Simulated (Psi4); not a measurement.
**U-wB97X/def2-SVPD run of AlHBrO (SMILES [OH][Al][Br])**

Aim: the vertical ionisation energy of AlHBrO at U-wB97X/def2-SVPD, from 2 runs. 

Program for the calculation: Psi4 1.11.

1 further run of the same task is left out (set aside as unsound or not needed).

### 1 The structure to begin with

AlHBrO: 4 atoms, total charge 0, spin state doublet. As SMILES, `[OH][Al][Br]`. The coordinates come from a PBE0-D4/def2-TZVP relaxation.

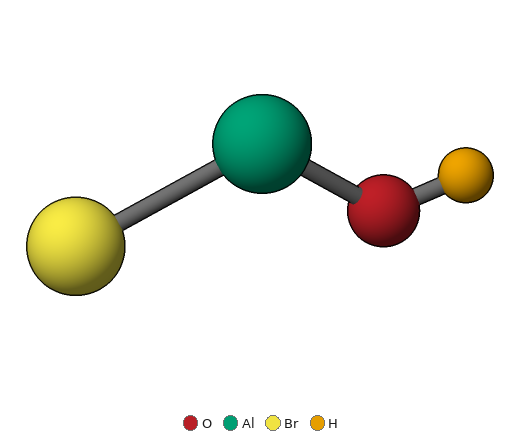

The structure, seen from a chosen angle (oxygen red, aluminium teal, bromine yellow, hydrogen amber).

### 2 The energy at U-wB97X/def2-SVPD

job.dat

```
memory 1600 MB

molecule molecule1 {
  0 2
  O
  Al 1 r2
  Br 2 r3 1 a3
  H 1 r4 2 a4 3 d4

  r2 = 1.694528
  r3 = 2.270375
  a3 = 116.93246
  r4 = 0.956815
  a4 = 123.52733
  d4 = 179.99564
  symmetry c1
  no_reorient
  no_com
}

set {
  basis def2-SVPD
  reference uks
  puream true
  e_convergence 1e-09
  d_convergence 1e-08
  scf_type pk
  dft_radial_points 99
  dft_spherical_points 590
  maxiter 200
}

e, wfn = energy('wb97x', return_wfn=True)
oeprop(wfn, 'LOWDIN_CHARGES', 'QUADRUPOLE', 'MULLIKEN_CHARGES', title='WB97X')
print_variables()
```

Run with:

```console
psi4 -n 1 job.dat job.out
```

job.out:

```text
[...]
  Running in c1 symmetry.
[...]
  Nuclear repulsion =  193.839908507679155
[...]
  Multiplicity = 2
[...]
  Nalpha       = 29
  Nbeta        = 28
[...]
    Number of basis functions: 96
[...]
   @UKS iter   1: -2891.58775534446158   -1.62645e+00   1.53911e-02 ADIIS/DIIS
[...]
   @UKS iter  13: -2892.05574525662769   -2.18279e-11   9.04718e-09 DIIS
[...]
   @S^2 Observed:                7.521961231E-01
[...]
    Orbital Energies [Eh]
    ---------------------
    Alpha Occupied:
       1A   -482.561675     2A    -62.471472     3A    -56.303954
       4A    -56.302161     5A    -56.301964     6A    -56.099666
       7A    -19.217108     8A     -8.777699     9A     -6.610350
      10A     -6.604096    11A     -6.603363    12A     -4.291259
      13A     -2.845813    14A     -2.843404    15A     -2.841325
      16A     -2.735348    17A     -2.733801    18A     -2.733225
      19A     -2.728447    20A     -2.728436    21A     -1.110781
      22A     -0.894765    23A     -0.638801    24A     -0.503295
      25A     -0.479214    26A     -0.460484    27A     -0.407507
      28A     -0.407223    29A     -0.308534
    Alpha Virtual:
[...]
  @UKS Final Energy: -2892.05574525662769
   => Energetics <=
    Nuclear Repulsion Energy =            193.8399085076791550
    One-Electron Energy =               -4409.8773215700348374
    Two-Electron Energy =                1416.8331353006190056
    DFT Exchange-Correlation Energy =     -92.8514674948912244
    Empirical Dispersion Energy =           0.0000000000000000
    VV10 Nonlocal Energy =                  0.0000000000000000
    Total Energy =                      -2892.0557452566281427
[...]
 Multipole Moments:
 ------------------------------------------------------------------------------------
     Multipole            Electronic (a.u.)      Nuclear  (a.u.)        Total (a.u.)
 ------------------------------------------------------------------------------------
 L = 1.  Multiply by 2.5417464519 to convert [e a0] to [Debye]
 Dipole X            :          0.0000279           -0.0000611           -0.0000332
 Dipole Y            :         -5.8883870            6.9262631            1.0378761
 Dipole Z            :          6.9980287           -7.2115281           -0.2134994
 Magnitude           :                                                    1.0596078
 L = 2.  Multiply by 1.3450342976 to convert [e a0^2] to [Debye ang]
 Quadrupole XX       :        -26.4338882            0.0000000          -26.4338882
 Quadrupole XY       :          0.0002779           -0.0004467           -0.0001687
[...]
  Mulliken Charges: (a.u.)
   Center  Symbol    Alpha    Beta     Spin     Total
       1     O     4.47254  4.26421  0.20833 -0.73676
       2    AL     6.34730  5.66197  0.68533  0.99073
       3    BR    17.77297 17.64287  0.13010 -0.41584
       4     H     0.40718  0.43095 -0.02377  0.16187
   Total alpha = 29.00000, Total beta = 28.00000, Total charge =  0.00000
  Lowdin Charges: (a.u.)
   Center  Symbol    Alpha    Beta     Spin     Total
       1     O     4.26437  4.11380  0.15057 -0.37817
       2    AL     6.55151  5.88950  0.66200  0.55899
[...]
```

Run time: 16 s. Hardware: 1 thread of Intel Xeon Platinum 8488C (Sapphire Rapids), shared host; peak memory 0.96 GiB.

### 3 The singlet cation: energy and gradient at wB97X/def2-SVPD

run.py

```python
import numpy as np
from ase.calculators.psi4 import Psi4
from ase import Atoms

atoms = Atoms(['O', 'Al', 'Br', 'H'], positions=[
    [-0.417900, 0.558200, -0.729100],
    [-0.100700, -0.215000, 0.745000],
    [1.740900, -1.539700, 0.836000],
    [-1.166700, 1.136400, -0.872200],
])
calc = Psi4(atoms=atoms, method='wb97x', basis='def2-SVPD', memory='1600MB', num_threads=1, charge=1, multiplicity=1, label='albrho', reference='rks')
calc.psi4.set_options({'puream': True, 'e_convergence': 1e-09, 'd_convergence': 1e-08, 'scf_type': 'pk', 'dft_radial_points': 99, 'dft_spherical_points': 590})
atoms.calc = calc

forces = atoms.get_forces()
print(f'energy: {atoms.get_potential_energy():.6f} eV')
print('forces / eV A^-1')
print(np.round(forces, 5))
```

Run with:

```console
python run.py
```

albrho.dat:

```text
[...]
  Running in c1 symmetry.
[...]
  Nuclear repulsion =  193.839924876928848
[...]
  Multiplicity = 1
[...]
  Nalpha       = 28
  Nbeta        = 28
[...]
    Number of basis functions: 96
[...]
   @RKS iter   1: -2891.26677519480290   -1.30547e+00   1.52156e-02 ADIIS/DIIS
[...]
   @RKS iter  13: -2891.74533784569576   -1.86446e-11   7.53160e-09 DIIS
[...]
    Orbital Energies [Eh]
    ---------------------
    Doubly Occupied:
       1A   -482.787697     2A    -62.696276     3A    -56.529796
       4A    -56.526499     5A    -56.526342     6A    -56.405921
       7A    -19.447277     8A     -9.001528     9A     -6.837486
      10A     -6.825930    11A     -6.825425    12A     -4.591211
      13A     -3.145386    14A     -3.145379    15A     -3.138551
      16A     -2.961630    17A     -2.958694    18A     -2.958331
      19A     -2.949329    20A     -2.949326    21A     -1.329380
      22A     -1.105537    23A     -0.855592    24A     -0.712131
      25A     -0.685265    26A     -0.676737    27A     -0.611537
      28A     -0.609967
[...]
  @RKS Final Energy: -2891.74533784569576
   => Energetics <=
    Nuclear Repulsion Energy =            193.8399248769288477
    One-Electron Energy =               -4396.4232050848668223
    Two-Electron Energy =                1403.5604125263748756
    DFT Exchange-Correlation Energy =     -92.7224701641330995
    Empirical Dispersion Energy =           0.0000000000000000
    VV10 Nonlocal Energy =                  0.0000000000000000
    Total Energy =                      -2891.7453378456957580
[...]
 Multipole Moments:
 ------------------------------------------------------------------------------------
     Multipole            Electronic (a.u.)      Nuclear  (a.u.)        Total (a.u.)
 ------------------------------------------------------------------------------------
 L = 1.  Multiply by 2.5417464519 to convert [e a0] to [Debye]
 Dipole X            :          4.2569816           -6.9929379           -2.7359563
 Dipole Y            :         -4.6380997            6.2178169            1.5797171
 Dipole Z            :          4.4274875           -3.5237498            0.9037377
 Magnitude           :                                                    3.2859861
[...]
  -Total Gradient:
     Atom            X                  Y                   Z
    ------   -----------------  -----------------  -----------------
       1        0.010809702794     0.004578094723    -0.032520997771
       2       -0.044607055474     0.018792254912     0.033368897384
       3        0.028275584987    -0.015494614598    -0.011566658112
       4        0.005697404469    -0.008059653073     0.010881473784
[...]
```

The script printed:

```text
energy: -78688.398672 eV
forces / eV A^-1
[[-0.55586 -0.23542  1.6723 ]
 [ 2.29379 -0.96634 -1.7159 ]
 [-1.45399  0.79677  0.59478]
 [-0.29297  0.41444 -0.55955]]
```

Run time: 20 s. Hardware: 1 thread of Intel Xeon Platinum 8488C (Sapphire Rapids), shared host; peak memory 1 GiB.

### 4 Summary of results

At U-wB97X/def2-SVPD:

| quantity | value |
| --- | --- |
| doublet AlHBrO: total energy | -2892.05575 Eh |
| doublet AlHBrO: dipole moment | 2.69 D |
| doublet AlHBrO: HOMO energy (highest over α and β) | -8.40 eV |
| doublet AlHBrO: LUMO energy (lowest over α and β) | -2.17 eV |
| doublet AlHBrO: ⟨S²⟩ | 0.752 |
| singlet cation: total energy | -2891.74534 Eh |
| singlet cation: HOMO energy | -16.60 eV |
| singlet cation: LUMO energy | -8.40 eV |
| singlet cation: HOMO–LUMO gap | 8.20 eV |
| singlet cation: largest force on an atom | 3.023 eV/Å |
| vertical ionisation energy (to the singlet cation) | 8.447 eV |

In words: The vertical ionisation energy comes to 8.45 eV (195 kcal/mol). Only the singlet of the ionised species was computed; a triplet could lie lower. Mulliken charges (doublet AlHBrO) run from -0.74 on O1 to +0.99 on Al2; in a basis this large or diffuse they mean little.
